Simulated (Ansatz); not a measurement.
# Whose spectrum is this?

Method: Ansatz, revPBE, independent particles, without spin-orbit coupling, line width 0.15 eV (Gaussian); metals get a typed carrier damping. The response is along the first axis of the cell.

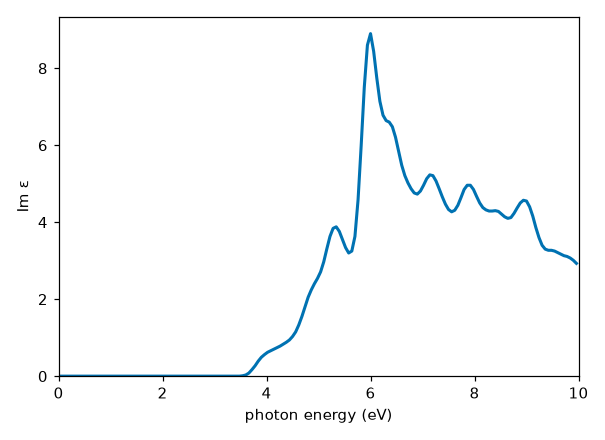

Question: All candidates were run at this level. Which one is shown?
A. Mg3CuN (Pm-3m)
B. MgH2S2 (P-3m1)
C. PbSO (Pmn2_1)

Answer: B. MgH2S2 (P-3m1): least direct gap 3.73 eV, ε∞ = 3.86 along the first axis, strongest peak along the first axis at 5.99 eV. The others: Mg3CuN (Pm-3m), a metal, with a Drude term, main peak of the conductivity above 1 eV at 5.18 eV; PbSO (Pmn2_1), least direct gap 0.39 eV, ε∞ = 12.90 along the first axis, strongest peak along the first axis at 1.78 eV.

Cells made by substitution are models, which may or may not match a known phase.
